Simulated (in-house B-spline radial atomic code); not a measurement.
```
Z = 49
electrons = 47.0
configuration = [Kr] 4d10 5s1
hamiltonian = x2c
method = tpss,tpss
lmax = 9
rms_radius = 4.6156
spin_polarised = True
box_radius = 17.55
intervals = 69
ion_configuration = [Kr] 4d10
```

Launched with:
```bash
python run_gw.py task.json out
```

All-electron spherical atom, scalar X2C, TPSS start, no spin-orbit coupling, Breit or QED terms; computed with a B-spline radial code. The quasi-particle equation is solved at full frequency; levels of low quasi-particle weight Z are left out.

Mean-field and G₀W₀ levels (solid occupied, dashed empty) for In²⁺:

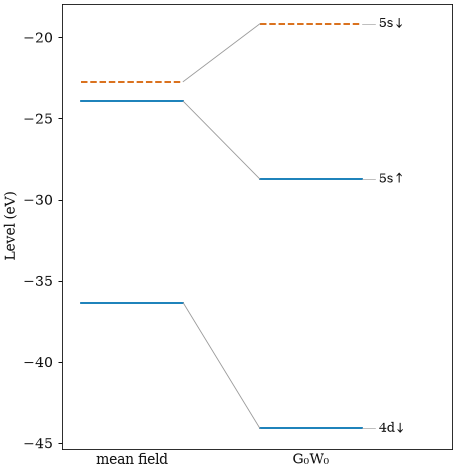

G₀W₀ moves the highest occupied level, 5s↑, from −23.95 to −28.74 eV (renormalisation factor Z = 0.95); the measured removal energy is 28.04 eV, so the error is +0.69 eV. The empty level 5s↓ goes from −22.74 to −19.17 eV.

| Level | Mean field (eV) | Σx − vxc (eV) | Σc (eV) | Z | G₀W₀ (eV) |
| --- | --- | --- | --- | --- | --- |
| 5s↓ | −22.74 | 6.32 | −2.75 | 0.93 | −19.17 |
| 5s↑ | −23.95 | −2.99 | −1.80 | 0.95 | −28.74 |
| 4d↓ | −36.36 | −8.84 | 1.11 | 0.88 | −44.10 |
